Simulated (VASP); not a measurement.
Band structure of Ag (fcc). All values below come from optB88-vdW, VASP's PBE PAW potentials (set 64) (plane waves; VASP 6.6.1).

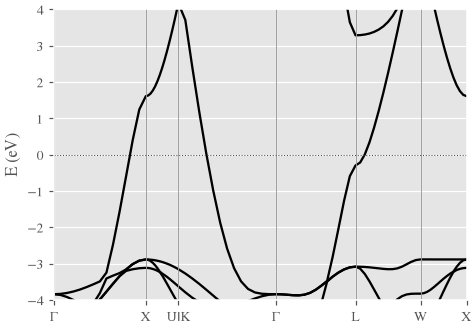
Figure: Bands along high-symmetry lines, zero at the valence-band maximum or, without a gap, the Fermi level

Q: Read the plot: is there a gap, and where are the band edges?

A: It has no gap at this level: it comes out as a metal or semimetal. (Edges off the drawn lines would not show.)

The compound is Ag in the fcc structure. It was relaxed first.
